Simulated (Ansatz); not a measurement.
# BH₆NSSi (SMILES [SiH3]NBS): what the fields show

```xyz
10

Si   -1.5088    0.1585   -0.7695
N     0.0923   -0.4176   -0.4019
B     0.9206    0.0492    0.6322
S     2.5684   -0.6662    0.8727
H    -2.4957   -0.9501   -0.6794
H    -1.8362    1.2175    0.2117
H    -1.5647    0.7032   -2.1520
H     0.4548   -1.1558   -0.9912
H     0.5414    0.9193    1.3565
H     2.9112    0.0907    1.9239
```

Geometry: PBE0-D4/def2-TZVP.

Method: Ansatz 0.2.0, RKS PBE0-D4/def2-TZVPP.

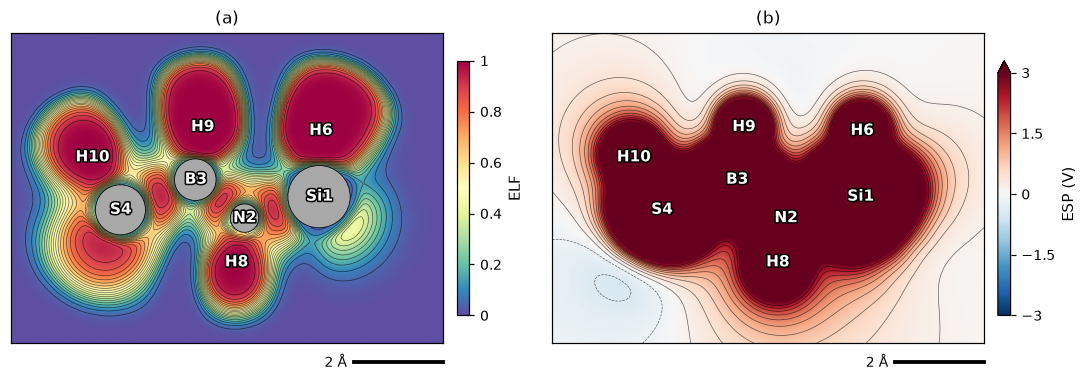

Figure 1. (a) electron localisation function; (b) electrostatic potential on the plane of atoms B3, S4 and H10. Grey discs cover the atomic cores in the ELF map.

Describe what can be read from this map.

Answer.
- The section cuts through Si, N, B, S and H sites.
- B–N (1.40 Å): the ELF peaks at about 0.90 between the atoms: a polar covalent bond.
- Si–N (1.74 Å): the ELF peaks at about 0.90 between the atoms; a polar covalent bond.
- B–S (1.81 Å): the ELF peaks at about 0.95 between the atoms; a covalent bond.
- N–H (1.01 Å): the ELF climbs to about 1 towards the hydrogen, as it does in any bond to H: a covalent bond by its length.
- B–H (1.19 Å): the ELF climbs to about 1 towards the hydrogen: an ordinary covalent bond to hydrogen.
- The ELF also peaks beside S4, away from the bonds: lone-pair regions.
- Outside the dense part of the molecule the potential is most negative (−0.5 V) near S4.

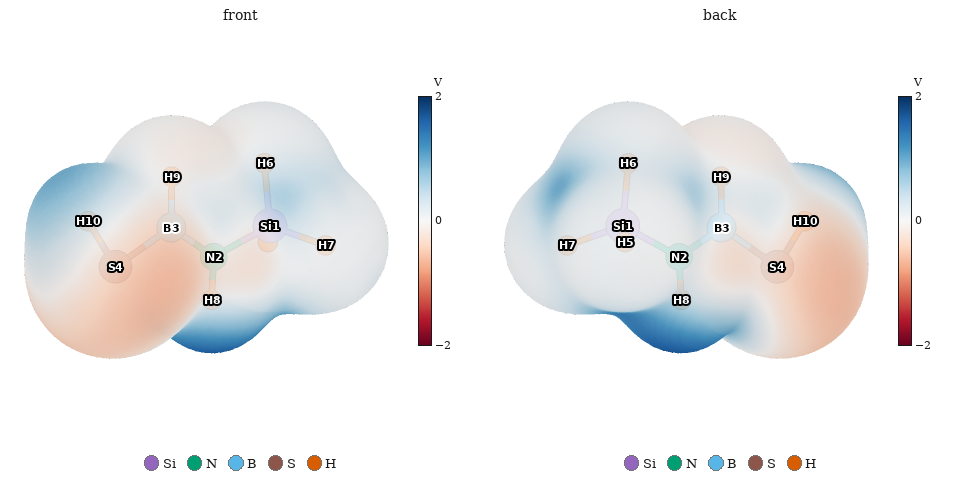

Figure 2. The molecular electrostatic potential painted on the density surface at 0.001 e/bohr³, seen from the front and from behind; red is negative and blue positive.

Describe the electrostatic potential map.

Answer. The most negative region (about −0.7 V) lies over S4, the most positive (about +1.6 V) over H8.

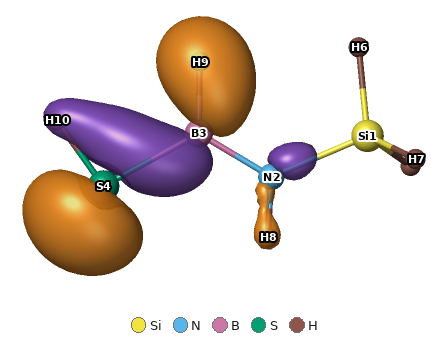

Figure 3. The HOMO−1 at ±0.15 Å⁻³ᐟ² (orange and purple are the two phases), seen across its widest extent.

What is the character of this orbital?

Answer. Its weight (Hirshfeld) is mainly on S4 (about 50 %), B3 (about 20 %) and H9 (about 15 %). Its energy is −8.77 eV.
